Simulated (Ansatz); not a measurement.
# CuF4 ([CuF4]-): the cost of one run

Computed with Ansatz 0.2.0. Level: RKS B3LYP-D4/def2-SVPD.

2 further runs of the same task are left out: 2 set aside as unsound or not needed.

## Step 1: The system as given

5 atoms, charge -1, spin multiplicity 1.

Atoms are counted from 1 here; the program's logs count them from 0.

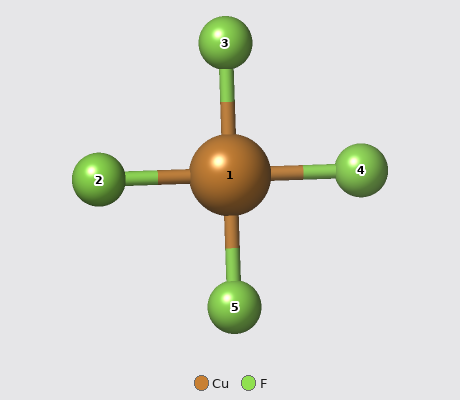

As it starts; copper orange, fluorine green; atoms are numbered from 1 in the order of the file.

Coordinates:

```
Cu    0.0000    0.0000    0.0000
F     1.8027   -0.0258    0.0046
F     0.0258    1.8027    0.0078
F    -1.8027    0.0258   -0.0046
F    -0.0258   -1.8027   -0.0078
```

## Step 2: Relaxation

Contents of input.yaml:

```yaml
crystal:
  periodic: [false, false, false]
  atoms:
    - { symbol: Cu, position_ang: [2.0e-06, -8.0e-06, -2.6e-05] }
    - { symbol: F, position_ang: [1.802736, -0.025766, 0.004623] }
    - { symbol: F, position_ang: [0.025768, 1.802683, 0.007793] }
    - { symbol: F, position_ang: [-1.802735, 0.0258, -0.004602] }
    - { symbol: F, position_ang: [-0.02576, -1.802709, -0.007788] }
total_charge: -1
basis:
  gaussian: { orbitals: def2-SVPD }
hamiltonian:
  xc: { name: B3LYP }
  dispersion: d4
output:
  forces: true
relax:
  f_tol: 0.003
  max_steps: 120
```

Started as:

```
$ ansatz run input.yaml --threads 1 --pin off --max-ram 2560MiB --backend cpu --events-out ev --progress --plain --runs-dir out
```

**Question.** How long does this run take on 1 thread of Arm Neoverse V1, shared host, and how much memory does it need?

About 35 s, with a peak of 0.32 GiB.
